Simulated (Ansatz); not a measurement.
## GaH₅S: nudged elastic band (part 1 of 2)

The run: nudged elastic band of GaH₅S. Method and program: RKS BHLYP-D4/def2-SVP (Ansatz 0.2.0).

It belongs to a series of runs on one base structure; here: band between the two ends.

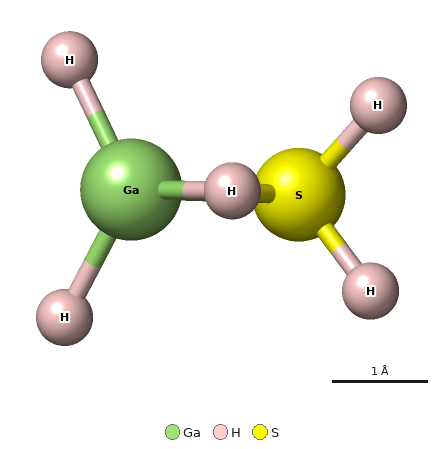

Figure 1. The starting structure (ball-and-stick view, seen at a tilt). Sticks mark near contacts. Bond lengths as drawn: Ga–H 1.57 Å, Ga–S 2.68 Å and H–S 1.34 Å.

### The input
```yaml
crystal:
  periodic: [false, false, false]
  atoms:
    - { symbol: Ga, position_ang: [-0.04222, 0.118708, -0.021048] }
    - { symbol: H, position_ang: [-0.554724, 0.55109, 1.401016] }
    - { symbol: H, position_ang: [1.482287, 0.277414, -0.358131] }
    - { symbol: H, position_ang: [-1.082303, -0.034564, -1.186489] }
    - { symbol: S, position_ang: [0.100964, -2.505504, 0.505105] }
    - { symbol: H, position_ang: [-1.117113, -2.648871, 1.047969] }
    - { symbol: H, position_ang: [0.713709, -2.423174, 1.695378] }
basis:
  gaussian: { orbitals: def2-SVP }
hamiltonian:
  xc: { name: BHLYP }
  dispersion: d4
neb:
  order_check: false
  images: 9
  f_tol: 0.03
  max_iterations: 59
  optimiser: fire
  climbing: immediate
  final_atoms:
    - { symbol: Ga, position_ang: [0.09892146, -0.6987922, -0.38687043] }
    - { symbol: H, position_ang: [0.04533693, 0.36683942, 2.18099853] }
    - { symbol: H, position_ang: [1.4775362, 0.00215419, -0.544796] }
    - { symbol: H, position_ang: [-1.29714288, -0.0277843, -0.53562302] }
    - { symbol: S, position_ang: [0.18820933, -2.87136079, 0.00480236] }
    - { symbol: H, position_ang: [-1.1384989, -3.06563805, 0.04366984] }
    - { symbol: H, position_ang: [0.12623786, -0.37031927, 2.32161872] }
  initial_path:
    images:
      - { positions_ang: [[-0.04222, 0.118708, -0.021048], [-0.554724, 0.55109, 1.401016], [1.482287, 0.277414, -0.358131], [-1.082303, -0.034564, -1.186489], [0.100964, -2.505504, 0.505105], [-1.117113, -2.648871, 1.047969], [0.713709, -2.423174, 1.695378]] }
      - { positions_ang: [[-0.02062326, 0.09076919, -0.02251507], [-0.44127515, 0.44976121, 1.49876531], [1.47471873, 0.19731038, -0.44098271], [-1.11971852, -0.02212569, -1.11976342], [0.0833893, -2.4905348, 0.57679141], [-1.04667516, -2.76438831, 0.84120759], [0.57078407, -2.12569298, 1.75029688]] }
      - { positions_ang: [[0.00097348, 0.06283037, -0.02398214], [-0.3278263, 0.34843242, 1.59651463], [1.46715046, 0.11720676, -0.52383441], [-1.15713405, -0.00968738, -1.05303783], [0.0658146, -2.47556559, 0.64847781], [-0.97623733, -2.87990562, 0.63444619], [0.42785914, -1.82821197, 1.80521576]] }
      - { positions_ang: [[0.02257022, 0.03489156, -0.02544921], [-0.21437745, 0.24710363, 1.69426394], [1.45958218, 0.03710315, -0.60668612], [-1.19454957, 0.00275093, -0.98631225], [0.04823989, -2.46059639, 0.72016422], [-0.90579949, -2.99542293, 0.42768478], [0.28493421, -1.53073095, 1.86013464]] }
      - { positions_ang: [[0.04416696, 0.00695275, -0.02691628], [-0.1009286, 0.14577485, 1.79201325], [1.45201391, -0.04300047, -0.68953783], [-1.23196509, 0.01518925, -0.91958667], [0.03066519, -2.44562718, 0.79185063], [-0.83536165, -3.11094024, 0.22092338], [0.14200929, -1.23324994, 1.91505352]] }
      - { positions_ang: [[0.0657637, -0.02098607, -0.02838336], [0.01252025, 0.04444606, 1.88976256], [1.44444564, -0.12310409, -0.77238953], [-1.26938062, 0.02762756, -0.85286108], [0.01309049, -2.43065798, 0.86353703], [-0.76492382, -3.22645755, 0.01416197], [-0.00091564, -0.93576892, 1.9699724]] }
      - { positions_ang: [[0.07239525, -0.1565473, -0.10008077], [0.01908358, 0.10892473, 1.94800976], [1.45106375, -0.09805243, -0.72687082], [-1.27493307, 0.01654519, -0.78941347], [0.04811426, -2.51879854, 0.6917901], [-0.83963883, -3.19429365, 0.02006354], [0.02451506, -0.82267899, 2.04030167]] }
      - { positions_ang: [[0.07902681, -0.29210852, -0.17177819], [0.02564692, 0.1734034, 2.00625695], [1.45768186, -0.07300078, -0.68135212], [-1.28048552, 0.00546281, -0.72596586], [0.08313802, -2.60693911, 0.52004316], [-0.91435385, -3.16212975, 0.02596512], [0.04994576, -0.70958906, 2.11063093]] }
      - { positions_ang: [[0.08565836, -0.42766975, -0.2434756], [0.03221026, 0.23788207, 2.06450415], [1.46429997, -0.04794912, -0.63583341], [-1.28603797, -0.00561956, -0.66251825], [0.11816179, -2.69507967, 0.34829623], [-0.98906887, -3.12996585, 0.03186669], [0.07537646, -0.59649913, 2.18096019]] }
      - { positions_ang: [[0.09228991, -0.56323098, -0.31517302], [0.0387736, 0.30236075, 2.12275134], [1.47091809, -0.02289747, -0.5903147], [-1.29159042, -0.01670193, -0.59907063], [0.15318556, -2.78322023, 0.17654929], [-1.06378389, -3.09780195, 0.03776827], [0.10080716, -0.4834092, 2.25128945]] }
      - { positions_ang: [[0.09892146, -0.6987922, -0.38687043], [0.04533693, 0.36683942, 2.18099853], [1.4775362, 0.00215419, -0.544796], [-1.29714288, -0.0277843, -0.53562302], [0.18820933, -2.87136079, 0.00480236], [-1.1384989, -3.06563805, 0.04366984], [0.12623786, -0.37031927, 2.32161872]] }
```

Hardware: 1 thread of Arm Neoverse N1, 24 GiB of memory available, shared host.

Launched with:
```bash
ansatz run input.yaml --threads 1 --pin off --max-ram 2048MiB --backend cpu --events-out ev --progress --plain --runs-dir out
```

### What the program printed
```
Engine: ansatz 0.2.0, aarch64-unknown-linux-gnu
Functional definition: BHLYP
  parameter a = 0.5
  exchange = (1 - a)*b88_x + a*exact_x
  correlation = lyp_c
787 factors; integrals over basis functions are off by at most 2.7e-4 eV
mean field evaluation 1: about -63282.8200 eV, gradient 1.4e1 eV
mean field evaluation 2: about -63283.2108 eV, gradient 1.0e1 eV
mean field evaluation 4: about -63283.3157 eV, gradient 3.0e-1 eV
mean field evaluation 8: about -63283.3148 eV, gradient 1.4e-2 eV
mean field -63283.31477366 eV, -2325.6189229606 hartree, gradient 2.3e-5 eV, S^2 0.000000; 0 other end points of the search recorded, 0 dependent functions left out
the calculation of the forces begins
reference -63283.31493798 eV, -2325.6189289994 hartree; 26, 26 occupied and 49, 49 virtual orbitals, 787 factors
789 factors; integrals over basis functions are off by at most 3.7e-4 eV
mean field evaluation 16: about -63283.2043 eV, gradient 1.6e1 eV
mean field -63283.63707411 eV, -2325.6307672838 hartree, gradient 2.8e-5 eV, S^2 0.000000; 0 other end points of the search recorded, 0 dependent functions left out
[... from here on the field's lines of each further geometry are left out, up to the last ...]
NEB iter   1: max|band force component| = 1.232e1 eV/Å  barrier→ = 2.5932 eV  barrier← = 2.9140 eV  CI = image 4  Δτ_max = 0.1887 Å  (257 SCF iters)
NEB iter   2: max|band force component| = 2.576e0 eV/Å  barrier→ = 2.0009 eV  barrier← = 2.3218 eV  CI = image 4  Δτ_max = 0.0107 Å  (233 SCF iters)
NEB iter   3: max|band force component| = 2.494e0 eV/Å  barrier→ = 1.9676 eV  barrier← = 2.2885 eV  CI = image 4  Δτ_max = 0.0212 Å  (209 SCF iters)
NEB iter   4: max|band force component| = 2.322e0 eV/Å  barrier→ = 1.9047 eV  barrier← = 2.2256 eV  CI = image 4  Δτ_max = 0.0314 Å  (214 SCF iters)
NEB iter   5: max|band force component| = 2.049e0 eV/Å  barrier→ = 1.8193 eV  barrier← = 2.1401 eV  CI = image 4  Δτ_max = 0.0412 Å  (213 SCF iters)
NEB iter   6: max|band force component| = 1.695e0 eV/Å  barrier→ = 1.7202 eV  barrier← = 2.0411 eV  CI = image 4  Δτ_max = 0.0083 Å  (213 SCF iters)
NEB iter   7: max|band force component| = 1.657e0 eV/Å  barrier→ = 1.7031 eV  barrier← = 2.0240 eV  CI = image 4  Δτ_max = 0.0163 Å  (185 SCF iters)
NEB iter   8: max|band force component| = 1.583e0 eV/Å  barrier→ = 1.6699 eV  barrier← = 1.9907 eV  CI = image 4  Δτ_max = 0.0240 Å  (204 SCF iters)
NEB iter   9: max|band force component| = 1.478e0 eV/Å  barrier→ = 1.6224 eV  barrier← = 1.9432 eV  CI = image 4  Δτ_max = 0.0310 Å  (208 SCF iters)
NEB iter  10: max|band force component| = 1.348e0 eV/Å  barrier→ = 1.5631 eV  barrier← = 1.8840 eV  CI = image 4  Δτ_max = 0.0370 Å  (210 SCF iters)
NEB iter  11: max|band force component| = 1.198e0 eV/Å  barrier→ = 1.4950 eV  barrier← = 1.8158 eV  CI = image 4  Δτ_max = 0.0415 Å  (209 SCF iters)
NEB iter  12: max|band force component| = 1.027e0 eV/Å  barrier→ = 1.4211 eV  barrier← = 1.7420 eV  CI = image 4  Δτ_max = 0.0494 Å  (208 SCF iters)
NEB iter  13: max|band force component| = 8.092e-1 eV/Å  barrier→ = 1.3372 eV  barrier← = 1.6581 eV  CI = image 4  Δτ_max = 0.0561 Å  (211 SCF iters)
NEB iter  14: max|band force component| = 7.415e-1 eV/Å  barrier→ = 1.2495 eV  barrier← = 1.5704 eV  CI = image 4  Δτ_max = 0.0595 Å  (209 SCF iters)
NEB iter  15: max|band force component| = 7.166e-1 eV/Å  barrier→ = 1.1717 eV  barrier← = 1.4926 eV  CI = image 4  Δτ_max = 0.0639 Å  (208 SCF iters)
NEB iter  16: max|band force component| = 6.863e-1 eV/Å  barrier→ = 1.1199 eV  barrier← = 1.4408 eV  CI = image 4  Δτ_max = 0.0072 Å  (211 SCF iters)
NEB iter  17: max|band force component| = 6.449e-1 eV/Å  barrier→ = 1.1177 eV  barrier← = 1.4385 eV  CI = image 4  Δτ_max = 0.0139 Å  (188 SCF iters)
NEB iter  18: max|band force component| = 5.708e-1 eV/Å  barrier→ = 1.1137 eV  barrier← = 1.4346 eV  CI = image 4  Δτ_max = 0.0201 Å  (201 SCF iters)
NEB iter  19: max|band force component| = 5.230e-1 eV/Å  barrier→ = 1.1082 eV  barrier← = 1.4291 eV  CI = image 4  Δτ_max = 0.0253 Å  (202 SCF iters)
NEB iter  20: max|band force component| = 4.931e-1 eV/Å  barrier→ = 1.1003 eV  barrier← = 1.4212 eV  CI = image 4  Δτ_max = 0.0294 Å  (204 SCF iters)
NEB iter  21: max|band force component| = 4.643e-1 eV/Å  barrier→ = 1.0884 eV  barrier← = 1.4093 eV  CI = image 4  Δτ_max = 0.0323 Å  (205 SCF iters)
NEB iter  22: max|band force component| = 4.099e-1 eV/Å  barrier→ = 1.0723 eV  barrier← = 1.3931 eV  CI = image 4  Δτ_max = 0.0374 Å  (209 SCF iters)
NEB iter  23: max|band force component| = 3.976e-1 eV/Å  barrier→ = 1.0519 eV  barrier← = 1.3728 eV  CI = image 4  Δτ_max = 0.0413 Å  (209 SCF iters)
NEB iter  24: max|band force component| = 3.859e-1 eV/Å  barrier→ = 1.0312 eV  barrier← = 1.3521 eV  CI = image 4  Δτ_max = 0.0498 Å  (208 SCF iters)
NEB iter  25: max|band force component| = 3.752e-1 eV/Å  barrier→ = 1.0150 eV  barrier← = 1.3359 eV  CI = image 4  Δτ_max = 0.0600 Å  (207 SCF iters)
NEB iter  26: max|band force component| = 3.405e-1 eV/Å  barrier→ = 1.0058 eV  barrier← = 1.3267 eV  CI = image 4  Δτ_max = 0.0067 Å  (210 SCF iters)
NEB iter  27: max|band force component| = 2.796e-1 eV/Å  barrier→ = 1.0053 eV  barrier← = 1.3261 eV  CI = image 4  Δτ_max = 0.0124 Å  (195 SCF iters)
NEB iter  28: max|band force component| = 2.920e-1 eV/Å  barrier→ = 1.0037 eV  barrier← = 1.3245 eV  CI = image 4  Δτ_max = 0.0182 Å  (206 SCF iters)
NEB iter  29: max|band force component| = 2.499e-1 eV/Å  barrier→ = 0.9996 eV  barrier← = 1.3205 eV  CI = image 4  Δτ_max = 0.0236 Å  (205 SCF iters)
NEB iter  30: max|band force component| = 2.346e-1 eV/Å  barrier→ = 0.9928 eV  barrier← = 1.3136 eV  CI = image 4  Δτ_max = 0.0280 Å  (209 SCF iters)
NEB iter  31: max|band force component| = 2.700e-1 eV/Å  barrier→ = 0.9850 eV  barrier← = 1.3059 eV  CI = image 4  Δτ_max = 0.0310 Å  (208 SCF iters)
NEB iter  32: max|band force component| = 2.999e-1 eV/Å  barrier→ = 0.9793 eV  barrier← = 1.3001 eV  CI = image 4  Δτ_max = 0.0056 Å  (207 SCF iters)
NEB iter  33: max|band force component| = 2.530e-1 eV/Å  barrier→ = 0.9798 eV  barrier← = 1.3006 eV  CI = image 4  Δτ_max = 0.0103 Å  (179 SCF iters)
NEB iter  34: max|band force component| = 2.188e-1 eV/Å  barrier→ = 0.9799 eV  barrier← = 1.3008 eV  CI = image 4  Δτ_max = 0.0133 Å  (188 SCF iters)
NEB iter  35: max|band force component| = 2.094e-1 eV/Å  barrier→ = 0.9784 eV  barrier← = 1.2993 eV  CI = image 4  Δτ_max = 0.0173 Å  (194 SCF iters)
NEB iter  36: max|band force component| = 1.838e-1 eV/Å  barrier→ = 0.9749 eV  barrier← = 1.2958 eV  CI = image 4  Δτ_max = 0.0207 Å  (198 SCF iters)
NEB iter  37: max|band force component| = 1.707e-1 eV/Å  barrier→ = 0.9703 eV  barrier← = 1.2912 eV  CI = image 4  Δτ_max = 0.0227 Å  (198 SCF iters)
NEB iter  38: max|band force component| = 1.809e-1 eV/Å  barrier→ = 0.9663 eV  barrier← = 1.2871 eV  CI = image 4  Δτ_max = 0.0259 Å  (202 SCF iters)
NEB iter  39: max|band force component| = 1.822e-1 eV/Å  barrier→ = 0.9631 eV  barrier← = 1.2840 eV  CI = image 4  Δτ_max = 0.0326 Å  (203 SCF iters)
NEB iter  40: max|band force component| = 1.589e-1 eV/Å  barrier→ = 0.9602 eV  barrier← = 1.2811 eV  CI = image 4  Δτ_max = 0.0409 Å  (206 SCF iters)
NEB iter  41: max|band force component| = 1.511e-1 eV/Å  barrier→ = 0.9558 eV  barrier← = 1.2766 eV  CI = image 4  Δτ_max = 0.0047 Å  (207 SCF iters)
NEB iter  42: max|band force component| = 1.108e-1 eV/Å  barrier→ = 0.9554 eV  barrier← = 1.2763 eV  CI = image 4  Δτ_max = 0.0082 Å  (175 SCF iters)
NEB iter  43: max|band force component| = 9.002e-2 eV/Å  barrier→ = 0.9549 eV  barrier← = 1.2757 eV  CI = image 4  Δτ_max = 0.0106 Å  (187 SCF iters)
NEB iter  44: max|band force component| = 7.616e-2 eV/Å  barrier→ = 0.9540 eV  barrier← = 1.2749 eV  CI = image 4  Δτ_max = 0.0028 Å  (192 SCF iters)
NEB iter  45: max|band force component| = 7.309e-2 eV/Å  barrier→ = 0.9538 eV  barrier← = 1.2746 eV  CI = image 4  Δτ_max = 0.0050 Å  (167 SCF iters)
NEB iter  46: max|band force component| = 7.548e-2 eV/Å  barrier→ = 0.9533 eV  barrier← = 1.2741 eV  CI = image 4  Δτ_max = 0.0072 Å  (181 SCF iters)
NEB iter  47: max|band force component| = 7.155e-2 eV/Å  barrier→ = 0.9527 eV  barrier← = 1.2735 eV  CI = image 4  Δτ_max = 0.0089 Å  (186 SCF iters)
NEB iter  48: max|band force component| = 6.627e-2 eV/Å  barrier→ = 0.9519 eV  barrier← = 1.2728 eV  CI = image 4  Δτ_max = 0.0104 Å  (195 SCF iters)
NEB iter  49: max|band force component| = 6.458e-2 eV/Å  barrier→ = 0.9510 eV  barrier← = 1.2719 eV  CI = image 4  Δτ_max = 0.0122 Å  (196 SCF iters)
NEB iter  50: max|band force component| = 5.393e-2 eV/Å  barrier→ = 0.9502 eV  barrier← = 1.2711 eV  CI = image 4  Δτ_max = 0.0154 Å  (199 SCF iters)
```
